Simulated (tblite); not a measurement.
## C₆H₉O: geometry relaxation (part 1 of 2)

The run: geometry relaxation of C₆H₉O, multiplicity 2, SMILES C=[C]C(=O)C(C)C. Method and program: GFN2-xTB geometry optimisation, gas phase (tblite 0.8.0).

It belongs to a series of runs on one base structure; here: H removed from sp2 C.

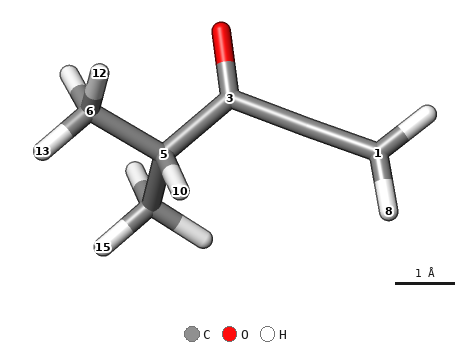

*The structure as given in the input (stick view, seen at a tilt; atoms are numbered from 1 in the order of the input).*

Bond lengths as drawn: C–C 1.31 to 1.53 Å, C–H 1.08 to 1.10 Å and C–O 1.23 Å.

Input
```
{"job": {"kind": "relax", "xc": "GFN2-xTB", "basis": "xTB"}, "charge": 0, "multiplicity": 2}
C      2.871000    -0.573400    -1.036000
C      1.827500     0.029500    -0.520800
C      0.701800     0.703200     0.075300
O      0.753800     1.923300     0.243500
C     -0.516400    -0.157200     0.402400
C     -1.336900     0.463900     1.523000
C     -1.367300    -0.332600    -0.860200
H      2.844900    -1.625600    -1.255600
H      3.768100    -0.012700    -1.257600
H     -0.161500    -1.136400     0.739400
H     -1.744300     1.437600     1.236400
H     -0.714800     0.613100     2.417100
H     -2.173300    -0.184200     1.813000
H     -0.791300    -0.816800    -1.659900
H     -2.245300    -0.952400    -0.644700
H     -1.723700     0.629600    -1.226800
```

The first line tells a small driver script what to run in tblite; the rest is the geometry in Å.

Command:
```bash
OMP_NUM_THREADS=1 python <driver script> task.json out
```

Output
```
step      E/eV     max force
  0    -581.10426    1.703
  1    -581.14345    1.313
  2    -581.16831    0.342
  3    -581.17820    0.348
  4    -581.21483    0.660
  5    -581.22878    0.660
  6    -581.25072    0.580
  7    -581.28601    0.891
  8    -581.34692    1.572
  9    -581.40711    1.718
 10    -581.48866    1.201
 11    -581.54123    0.669
 12    -581.57893    0.698
 13    -581.59450    0.965
 14    -581.61628    0.430
 15    -581.63476    0.429
 16    -581.67713    1.018
 17    -581.70386    0.919
 18    -581.72319    0.366
 19    -581.73666    0.307
 20    -581.74985    0.697
 21    -581.76326    0.744
 22    -581.77988    0.328
 23    -581.79006    0.275
 24    -581.79863    0.409
 25    -581.81049    0.444
 26    -581.81964    0.247
 27    -581.82532    0.208
 28    -581.82972    0.386
 29    -581.83422    0.344
 30    -581.83889    0.109
 31    -581.84029    0.081
 32    -581.84160    0.129
 33    -581.84233    0.109
 34    -581.84302    0.062
 35    -581.84354    0.052
 36    -581.84400    0.062
 37    -581.84437    0.058
 38    -581.84473    0.048
 39    -581.84508    0.041
 40    -581.84534    0.039
 41    -581.84550    0.028
 42    -581.84561    0.027
 43    -581.84573    0.026
 44    -581.84585    0.029
 45    -581.84594    0.022
 46    -581.84599    0.018
 47    -581.84603    0.019
 48    -581.84607    0.023
 49    -581.84614    0.026
 50    -581.84623    0.024
 51    -581.84634    0.025
 52    -581.84648    0.039
 53    -581.84671    0.058
 54    -581.84709    0.078
 55    -581.84767    0.091
 56    -581.84840    0.078
 57    -581.84914    0.060
 58    -581.84967    0.066
 59    -581.84992    0.099
 60    -581.85032    0.043
 61    -581.85049    0.025
 62    -581.85058    0.022
 63    -581.85063    0.017
 64    -581.85067    0.015
 65    -581.85070    0.011
 66    -581.85072    0.015
 67    -581.85075    0.015
 68    -581.85078    0.014
 69    -581.85080    0.013
 70    -581.85082    0.016
 71    -581.85085    0.018
 72    -581.85088    0.016
 73    -581.85091    0.012
 74    -581.85094    0.012
 75    -581.85096    0.010
```

Trajectory as extended XYZ (Å, eV, eV/Å), 14 of the 76 frames kept, from step=0 to step=75
```
16
Properties=species:S:1:pos:R:3:forces:R:3 step=0 energy=-581.10426
C     2.8710   -0.5734   -1.0360   -1.2550   0.9520   0.6480
C     1.8275    0.0295   -0.5208    0.1440  -0.5510  -0.1010
C     0.7018    0.7032    0.0753    0.6790   1.2850  -0.2990
O     0.7538    1.9233    0.2435   -0.4620  -1.2730  -0.1710
C    -0.5164   -0.1572    0.4024    0.0050  -0.0150   0.2590
C    -1.3369    0.4639    1.5230   -0.1750   0.2260   0.5540
C    -1.3673   -0.3326   -0.8602    0.0370  -0.1970  -0.2660
H     2.8449   -1.6256   -1.2556    0.1730  -0.2910  -0.3780
H     3.7681   -0.0127   -1.2576    0.3490  -0.1940   0.0790
H    -0.1615   -1.1364    0.7394    0.0640  -0.0760  -0.1140
H    -1.7443    1.4376    1.2364    0.1490  -0.1890  -0.0390
H    -0.7148    0.6131    2.4171   -0.1450  -0.0220  -0.2890
H    -2.1733   -0.1842    1.8130    0.2180   0.1090  -0.1880
H    -0.7913   -0.8168   -1.6599   -0.1340   0.1400   0.2260
H    -2.2453   -0.9524   -0.6447    0.2580   0.1110   0.0170
H    -1.7237    0.6296   -1.2268    0.0970  -0.0140   0.0620
16
Properties=species:S:1:pos:R:3:forces:R:3 step=6 energy=-581.25072
C     2.8179   -0.5518   -1.0181    0.0450  -0.1300  -0.0290
C     1.7426   -0.0429   -0.5107    0.1150   0.3450  -0.1520
C     0.6836    0.7300    0.0621    0.1970  -0.1910   0.0300
O     0.6563    1.9366    0.2009    0.1530  -0.0720  -0.3900
C    -0.5009   -0.1581    0.4290   -0.0670  -0.0690  -0.0130
C    -1.3267    0.4716    1.5383   -0.0510  -0.0220   0.0690
C    -1.3404   -0.3242   -0.8423   -0.0830  -0.0680  -0.1170
H     2.8742   -1.5815   -1.3615   -0.3020  -0.0790  -0.2950
H     3.7933   -0.0844   -1.1728   -0.0880   0.2590   0.5120
H    -0.1387   -1.1487    0.7173    0.0550  -0.0160   0.1350
H    -1.7189    1.4345    1.2179    0.0600  -0.0220   0.0020
H    -0.7128    0.6264    2.4228   -0.0530  -0.0070   0.0260
H    -2.1587   -0.1820    1.7845   -0.0550   0.0140   0.0980
H    -0.7810   -0.8061   -1.6399    0.1490   0.0070   0.0050
H    -2.2043   -0.9463   -0.6293   -0.1040  -0.0270   0.0610
H    -1.6932    0.6358   -1.2096    0.0270   0.0780   0.0600
16
Properties=species:S:1:pos:R:3:forces:R:3 step=12 energy=-581.57893
C     2.7819   -0.5866   -1.0209   -0.1710   0.2880   0.1500
C     1.7123   -0.0232   -0.5733    0.3350  -0.2180  -0.1460
C     0.6787    0.6975   -0.0102   -0.4660   0.5170   0.0570
O     0.5722    1.9223   -0.0699    0.0830  -0.0870  -0.0130
C    -0.4732   -0.1872    0.4708   -0.0030  -0.1190  -0.0960
C    -1.3134    0.4618    1.5603    0.1470  -0.0300  -0.0390
C    -1.3086   -0.3306   -0.8081    0.0080  -0.1730  -0.0380
H     2.7753   -1.4420   -1.6819    0.1330   0.1540  -0.1490
H     3.7348   -0.1518   -0.7404    0.2360  -0.4060   0.0670
H    -0.0890   -1.1719    0.7606   -0.0560   0.0780   0.1300
H    -1.6547    1.4229    1.1934   -0.1090   0.1160   0.0270
H    -0.7326    0.6360    2.4596    0.0650  -0.0690   0.0970
H    -2.1718   -0.1643    1.8003    0.0590   0.0580  -0.0060
H    -0.7096   -0.7851   -1.6009   -0.1810  -0.0410   0.0660
H    -2.1836   -0.9429   -0.6032   -0.0240  -0.0150  -0.1280
H    -1.6265    0.6538   -1.1475   -0.0540  -0.0540   0.0220
16
Properties=species:S:1:pos:R:3:forces:R:3 step=17 energy=-581.70386
C     2.7818   -0.5527   -1.0114    0.2240  -0.1150   0.0230
C     1.7038    0.0090   -0.6049   -0.0730   0.1320   0.1320
C     0.6266    0.7243   -0.0701    0.5400  -0.7380  -0.0890
O     0.5356    1.9359   -0.1896   -0.2510   0.4920   0.1470
C    -0.4746   -0.1935    0.4701    0.0650   0.2000   0.0840
C    -1.2850    0.4742    1.5698   -0.1780   0.0510   0.0110
C    -1.3174   -0.3680   -0.7970   -0.0620   0.1060   0.1040
H     2.8018   -1.2375   -1.8560    0.0750   0.1780   0.0300
H     3.7441   -0.3969   -0.5197   -0.1700  -0.1550  -0.0630
H    -0.0689   -1.1511    0.8236    0.0260   0.1600  -0.1630
H    -1.6433    1.4360    1.2062    0.1130   0.0550   0.1420
H    -0.7179    0.6134    2.4914    0.0610   0.0360  -0.2210
H    -2.1526   -0.1347    1.8036   -0.1030  -0.0920   0.0440
H    -0.7227   -0.8129   -1.5871    0.0000  -0.1180  -0.1160
H    -2.2030   -0.9677   -0.6312   -0.1050  -0.1210   0.0930
H    -1.6158    0.6312   -1.1093   -0.1620  -0.0720  -0.1590
16
Properties=species:S:1:pos:R:3:forces:R:3 step=23 energy=-581.79006
C     2.8170   -0.5552   -0.9930   -0.1450   0.0610   0.0360
C     1.7591    0.0495   -0.5845   -0.1130   0.1260   0.1790
C     0.6419    0.7342   -0.0911    0.0240  -0.1770   0.0230
O     0.4910    1.9499   -0.1787    0.1910   0.1970  -0.0190
C    -0.4822   -0.1638    0.4462   -0.0320  -0.0850  -0.0640
C    -1.2928    0.4907    1.5644    0.1400   0.0250  -0.0540
C    -1.3502   -0.3928   -0.7973   -0.0430   0.0090  -0.0450
H     2.8640   -1.0535   -1.9562    0.0140   0.0570   0.0120
H     3.7370   -0.6172   -0.4185   -0.1080  -0.0140   0.0160
H    -0.0535   -1.0989    0.8140   -0.0300  -0.1370  -0.0920
H    -1.6242    1.4832    1.2647   -0.0450  -0.0870  -0.0660
H    -0.6780    0.6077    2.4538    0.0050  -0.0440   0.0480
H    -2.1565   -0.1320    1.8109    0.1360   0.1560  -0.0620
H    -0.7704   -0.8633   -1.5880    0.0300  -0.0380  -0.0380
H    -2.2248   -1.0104   -0.6066    0.0460  -0.0100   0.1840
H    -1.6850    0.5808   -1.1515   -0.0700  -0.0400  -0.0600
16
Properties=species:S:1:pos:R:3:forces:R:3 step=29 energy=-581.83422
C     2.8082   -0.5465   -0.9729    0.1150  -0.0140   0.0200
C     1.7856    0.0807   -0.5188    0.0470  -0.0900  -0.0870
C     0.6499    0.7507   -0.0894   -0.0880   0.3160   0.1020
O     0.5273    1.9790   -0.1477    0.0540  -0.1810   0.0150
C    -0.4821   -0.1527    0.4095   -0.0740  -0.0450  -0.0400
C    -1.2625    0.5036    1.5467   -0.0100  -0.0360  -0.0010
C    -1.3779   -0.4120   -0.8087    0.0120  -0.0380  -0.0140
H     2.8908   -0.9218   -1.9907   -0.0750   0.0710   0.1070
H     3.6897   -0.7378   -0.3658   -0.0860  -0.0020  -0.0340
H    -0.0643   -1.1058    0.7568    0.0060   0.0500  -0.0430
H    -1.6130    1.4933    1.2668    0.1090   0.0250  -0.1010
H    -0.6406    0.5954    2.4345    0.0330   0.0290  -0.0210
H    -2.1310   -0.0994    1.7993   -0.0120  -0.0680   0.0030
H    -0.8075   -0.9062   -1.5974   -0.0910   0.0030   0.0670
H    -2.2221   -1.0412   -0.5307    0.0440   0.0090  -0.0350
H    -1.7582    0.5297   -1.2028    0.0160  -0.0280   0.0620
16
Properties=species:S:1:pos:R:3:forces:R:3 step=35 energy=-581.84354
C     2.8108   -0.5378   -0.9568   -0.0070  -0.0140  -0.0100
C     1.7861    0.0868   -0.5052    0.0190  -0.0130  -0.0100
C     0.6498    0.7641   -0.0824    0.0060   0.0280  -0.0020
O     0.5456    1.9912   -0.1229   -0.0350  -0.0090   0.0350
C    -0.4852   -0.1503    0.3937    0.0230  -0.0130   0.0060
C    -1.2551    0.5029    1.5359    0.0120   0.0080   0.0060
C    -1.3909   -0.4215   -0.8097    0.0000  -0.0260  -0.0060
H     2.8883   -0.8621   -1.9887    0.0050   0.0010  -0.0060
H     3.6712   -0.7880   -0.3477   -0.0160   0.0100   0.0190
H    -0.0578   -1.1001    0.7316    0.0270  -0.0140   0.0080
H    -1.5823    1.4976    1.2455   -0.0140   0.0000  -0.0370
H    -0.6224    0.5978    2.4154    0.0220   0.0040   0.0130
H    -2.1229   -0.0987    1.7970   -0.0090   0.0220  -0.0080
H    -0.8363   -0.9281   -1.5966    0.0140   0.0070  -0.0380
H    -2.2222   -1.0561   -0.5143   -0.0510  -0.0090   0.0080
H    -1.7845    0.5112   -1.2063    0.0040   0.0180   0.0220
16
Properties=species:S:1:pos:R:3:forces:R:3 step=40 energy=-581.84534
C     2.8067   -0.5405   -0.9559    0.0080   0.0150  -0.0030
C     1.7833    0.0895   -0.5097   -0.0060   0.0360  -0.0140
C     0.6476    0.7647   -0.0819    0.0030  -0.0300   0.0080
O     0.5359    1.9908   -0.1094   -0.0050   0.0110   0.0070
C    -0.4812   -0.1587    0.3937    0.0040   0.0040   0.0050
C    -1.2502    0.5026    1.5325   -0.0020  -0.0040  -0.0090
C    -1.3919   -0.4269   -0.8084    0.0110   0.0130   0.0160
H     2.8889   -0.8582   -1.9892    0.0190  -0.0180  -0.0010
H     3.6624   -0.7882   -0.3391   -0.0110  -0.0120  -0.0020
H    -0.0429   -1.1040    0.7324   -0.0270  -0.0050  -0.0020
H    -1.5755    1.4945    1.2274    0.0070  -0.0100   0.0020
H    -0.6176    0.6035    2.4123   -0.0100   0.0060  -0.0160
H    -2.1227   -0.0917    1.7946    0.0030   0.0050   0.0090
H    -0.8393   -0.9256   -1.6031   -0.0240   0.0020   0.0030
H    -2.2299   -1.0564   -0.5149    0.0250  -0.0020  -0.0080
H    -1.7814    0.5137   -1.1927    0.0020  -0.0110   0.0040
```
